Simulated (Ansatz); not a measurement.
# SiCN (doublet): correlated methods under varied settings

Aim: run SiCN (doublet) at one geometry under a spread of methods and options, and see what each costs and gives.

Method: the settings change from run to run; program: Ansatz 0.2.0, Gaussian basis.

15 further runs of the same task are left out: 4 that didn't finish, 11 set aside as unsound or not needed.

## 1. The geometry

The geometry is a PBE0/def2-TZVP stationary point (not a proven minimum).

3 atoms, charge 0, spin multiplicity 2.

Atoms are counted from 1 here; the program's logs count them from 0.

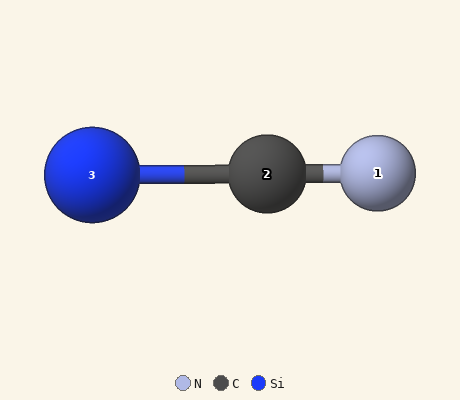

The geometry (nitrogen light blue, carbon dark grey, silicon blue); atoms are numbered from 1 in the order of the file.

Coordinates:

```tsv
atom	x (Å)	y (Å)	z (Å)
N1	0.0000	0.0000	-1.3891
C2	0.0000	0.0000	-0.2266
Si3	0.0000	0.0000	1.6157
```

## 2. MP2 on UHF/cc-pVDZ

The input, in.yaml:

```yaml
crystal:
  periodic: [false, false, false]
  atoms:
    - {symbol: N, position_ang: [0.000000, 0.000000, -1.389100]}
    - {symbol: C, position_ang: [0.000000, 0.000000, -0.226600]}
    - {symbol: Si, position_ang: [0.000000, 0.000000, 1.615700]}
basis:
  gaussian: {orbitals: cc-pVDZ}
magnetization: {spin_polarized: true, initial_magnetization: 1}
correlation: {method: mp2, electrons: valence}
output: {forces: true}
```

On the command line:

```sh
> ansatz run in.yaml --threads 1 --pin off --events-out ev --progress --plain --max-ram 2393MiB
```

Output:

```text
Functional definition: HF
  name "HF"
  cite "Fock, Z. Phys. 61, 126 (1930) doi:10.1007/BF01340294"
  parent pbe
  exchange = exact_x
  correlation = 0
456 factors; integrals over basis functions are off by at most 8.5e-4 eV
mean field evaluation 1: about -10369.0916 eV, gradient 2.2e1 eV
mean field evaluation 2: about -10369.0962 eV, gradient 2.2e1 eV
mean field evaluation 4: about -10372.4928 eV, gradient 3.2e0 eV
mean field evaluation 8: about -10372.6855 eV, gradient 2.7e-1 eV
mean field evaluation 16: about -10372.7059 eV, gradient 1.4e-5 eV
mean field evaluation 32: about -10371.6896 eV, gradient 4.8e0 eV
mean field -10372.70593848 eV, -381.1899123664 hartree, gradient 2.9e-6 eV, S^2 0.888456; 6 other end points of the search recorded, 0 dependent functions left out
7 core orbitals not correlated: weight in the atoms' cores, before any rotation towards them, 1.000 or more for the frozen orbitals, at most 0.000 for the correlated occupied ones
reference -10372.70593848 eV, -381.1899123664 hartree; 7, 6 occupied and 32, 33 virtual orbitals, 456 factors
second order -8.69469997 eV of doubles, -0.00000000 eV of singles
the calculation of the forces begins
Total energy: -10381.40063844 eV, -381.5094366967 hartree
Atom 0 at     0.000000     0.000000    -1.389100 Å, force     0.000000    -0.000000     4.793608 eV/Å
Atom 1 at     0.000000     0.000000    -0.226600 Å, force    -0.000000     0.000000    -6.363947 eV/Å
Atom 2 at     0.000000     0.000000     1.615700 Å, force    -0.000000     0.000000     1.570339 eV/Å
Dipole moment:    -0.000000     0.000000     0.667221 e Å
```

Run time: 1.3 s. Hardware: 1 thread of Arm Neoverse V1, shared host.

From the report: ⟨S²⟩ of the determinant 0.888 (pure doublet: 0.75).

## 3. CCSD(T)/cc-pVDZ

Edit in.yaml of step 2 so:

```diff
@@ -8,4 +8,4 @@
   gaussian: {orbitals: cc-pVDZ}
-magnetization: {spin_polarized: true, initial_magnetization: 1}
-correlation: {method: mp2, electrons: valence}
-output: {forces: true}
+magnetization: {spin_polarized: false, initial_magnetization: 1}
+hamiltonian: {xc: {name: PBE}}
+correlation: {method: ccsd_t, electrons: outside_noble_gas}
```

Launched as before.

Output, shortened:

```text
Functional definition: PBE
  name "PBE"
  cite "Perdew, Burke & Ernzerhof, Phys. Rev. Lett. 77, 3865 (1996) doi:10.1103/PhysRevLett.77.3865"
  parent pbe
[...]
456 factors; integrals over basis functions are off by at most 8.5e-4 eV
[...]
mean field -10394.76426937 eV, -382.0005410752 hartree, gradient 9.5e-7 eV, S^2 0.750000; 1 other end points of the search recorded, 0 dependent functions left out
[...]
7 core orbitals not correlated: weight in the atoms' cores, before any rotation towards them, 1.000 or more for the frozen orbitals, at most 0.000 for the correlated occupied ones
reference -10371.83873178 eV, -381.1580431080 hartree; 7, 6 occupied and 32, 33 virtual orbitals, 456 factors
second order -9.77088029 eV of doubles, -0.50737920 eV of singles
cycle   1  -9.64711973 eV  change    6.2e-1 eV  update   1.1e-1
[...]
cycle  11  -10.25100435 eV  change   -3.4e-6 eV  update   7.4e-6
perturbative correction -0.48648456 eV, -0.0178779779 hartree
Total energy: -10382.57622069 eV, -381.5526385475 hartree
```

Wall time 3.3 s (1 thread of Arm Neoverse V1, shared host).

From the report: correlation -10.7375 eV; T1 0.026; largest double amplitude 0.08. The orbitals are Kohn-Sham ones, so correlation energy and T1 don't compare with those on Hartree-Fock orbitals.

## 4. CCSD on UHF/def2-mTZVP

The input, in.yaml:

```yaml
crystal:
  periodic: [false, false, false]
  atoms:
    - {symbol: N, position_ang: [0.000000, 0.000000, -1.389100]}
    - {symbol: C, position_ang: [0.000000, 0.000000, -0.226600]}
    - {symbol: Si, position_ang: [0.000000, 0.000000, 1.615700]}
basis:
  gaussian: {orbitals: def2-mTZVP}
magnetization: {spin_polarized: true, initial_magnetization: 1}
correlation: {method: ccsd, electrons: outside_noble_gas, diis_vectors: 1}
scf: {omitted_lower_state_checks: [cluster_reference]}
output: {forces: true}
```

Launched as before.

Output, shortened:

```text
Functional definition: HF
  name "HF"
  cite "Fock, Z. Phys. 61, 126 (1930) doi:10.1007/BF01340294"
  parent pbe
[...]
511 factors; integrals over basis functions are off by at most 1.1e-3 eV
[...]
mean field -10373.31775696 eV, -381.2123962809 hartree, gradient 3.3e-6 eV, S^2 0.881367; 7 other end points of the search recorded, 0 dependent functions left out
7 core orbitals not correlated: weight in the atoms' cores, before any rotation towards them, 1.000 or more for the frozen orbitals, at most 0.000 for the correlated occupied ones
reference -10373.31775696 eV, -381.2123962809 hartree; 7, 6 occupied and 46, 47 virtual orbitals, 511 factors
second order -9.03182967 eV of doubles, -0.00000000 eV of singles
cycle   1  -9.09423165 eV  change   -6.2e-2 eV  update   1.1e-1
[...]
cycle  32  -9.76679881 eV  change   -2.0e-7 eV  update   2.3e-7
[...]
Total energy: -10383.08455577 eV, -381.5713195171 hartree
Atom 0 at     0.000000     0.000000    -1.389100 Å, force     0.000000     0.000000    -0.906995 eV/Å
Atom 1 at     0.000000     0.000000    -0.226600 Å, force    -0.000000    -0.000000     0.453418 eV/Å
Atom 2 at     0.000000     0.000000     1.615700 Å, force     0.000000     0.000000     0.453578 eV/Å
Dipole moment:    -0.000000     0.000000     0.645560 e Å
Checks for a lower state left out: cluster_reference
```

Run time: 9.5 s. Hardware: 1 thread of Arm Neoverse V1, shared host.

From the report: ⟨S²⟩ of the determinant 0.881 (pure doublet: 0.75); correlation -9.7668 eV; T1 0.037; largest double amplitude 0.09.

## 5. CISD/def2-SVP

The input, in.yaml:

```yaml
crystal:
  periodic: [false, false, false]
  atoms:
    - {symbol: N, position_ang: [0.000000, 0.000000, -1.389100]}
    - {symbol: C, position_ang: [0.000000, 0.000000, -0.226600]}
    - {symbol: Si, position_ang: [0.000000, 0.000000, 1.615700]}
basis:
  gaussian: {orbitals: def2-SVP}
magnetization: {spin_polarized: false, initial_magnetization: 1}
correlation: {active_space: {ras: {orbitals: [13, 1, 32], electrons: 27, max_holes: 2, max_particles: 2}, fixed_orbitals: true}}
```

Same command.

Output:

```text
Functional definition: HF
  name "HF"
  cite "Fock, Z. Phys. 61, 126 (1930) doi:10.1007/BF01340294"
  parent pbe
  exchange = exact_x
  correlation = 0
454 factors; integrals over basis functions are off by at most 8.2e-4 eV
mean field evaluation 1: about -10364.2383 eV, gradient 2.9e1 eV
mean field evaluation 2: about -10364.2426 eV, gradient 2.9e1 eV
mean field evaluation 4: about -10367.5914 eV, gradient 3.4e0 eV
mean field evaluation 8: about -10367.7104 eV, gradient 1.5e-1 eV
mean field evaluation 16: about -10367.7107 eV, gradient 5.2e-3 eV
mean field evaluation 32: about -10367.7104 eV, gradient 1.5e-1 eV
mean field -10367.71072175 eV, -381.0063415378 hartree, gradient 2.6e-6 eV, S^2 0.750000; 2 other end points of the search recorded, 0 dependent functions left out
reference -10367.71072175 eV, -381.0063415378 hartree; 14, 13 occupied and 32, 33 virtual orbitals, 454 factors
state -10376.66697613 eV, -381.3354778154 hartree
Total energy: -10376.66697613 eV, -381.3354778154 hartree
```

Run time: 61 s. Hardware: 1 thread of Arm Neoverse V1, shared host.

From the report: 120,986 determinants.

## 6. CISD/cc-pVDZ

Edit in.yaml of step 5 so:

```diff
@@ -7,3 +7,3 @@
 basis:
-  gaussian: {orbitals: def2-SVP}
+  gaussian: {orbitals: cc-pVDZ}
 magnetization: {spin_polarized: false, initial_magnetization: 1}
```

Same command.

Output:

```text
Functional definition: HF
  name "HF"
  cite "Fock, Z. Phys. 61, 126 (1930) doi:10.1007/BF01340294"
  parent pbe
  exchange = exact_x
  correlation = 0
456 factors; integrals over basis functions are off by at most 8.5e-4 eV
mean field evaluation 1: about -10369.2319 eV, gradient 2.8e1 eV
mean field evaluation 2: about -10369.2365 eV, gradient 2.8e1 eV
mean field evaluation 4: about -10372.3974 eV, gradient 3.4e0 eV
mean field evaluation 8: about -10372.5125 eV, gradient 1.5e-1 eV
mean field evaluation 16: about -10372.5128 eV, gradient 1.4e-2 eV
mean field -10372.51281889 eV, -381.1828153525 hartree, gradient 3.4e-6 eV, S^2 0.750000; 2 other end points of the search recorded, 0 dependent functions left out
reference -10372.51281889 eV, -381.1828153525 hartree; 14, 13 occupied and 32, 33 virtual orbitals, 456 factors
state -10381.43357246 eV, -381.5106469996 hartree
Total energy: -10381.43357246 eV, -381.5106469996 hartree
```

Wall time 61 s (1 thread of Arm Neoverse V1, shared host).

From the report: 120,986 determinants.

## 7. All runs side by side

Where basis and cores are those of an earlier UCCSDT(Q)/cc-pVDZ run (-10382.7440 eV), and the state is the same kind, the miss against it is given.

```tsv
level	correlated	functions	energy (eV)	from UCCSDT(Q) (meV)	time
MP2 on UHF/cc-pVDZ	valence	46	-10381.4006	1343.4	1.3 s
CCSD(T)/cc-pVDZ (on PBE orbitals)	outside noble gas	46	-10382.5762	167.8	3.3 s
CCSD on UHF/def2-mTZVP	outside noble gas	60	-10383.0846		9.5 s
CISD/def2-SVP	all	46	-10376.6670		61 s
CISD/cc-pVDZ	all	46	-10381.4336		61 s
```

## 8. Outcome

```
quantity                      value
    runs                          5
quickest  MP2 on UHF/cc-pVDZ, 1.3 s
 slowest         CISD/cc-pVDZ, 61 s
```

Total energies in different bases, with other cores or another treatment of relativity can't be set against each other. CISD/cc-pVDZ took 48 times as long as MP2 on UHF/cc-pVDZ; the jobs differ in more than the method. Among the correlated runs with a miss given, it spans +168 to +1343 meV. Cores frozen from Kohn-Sham orbitals shift the total energy.
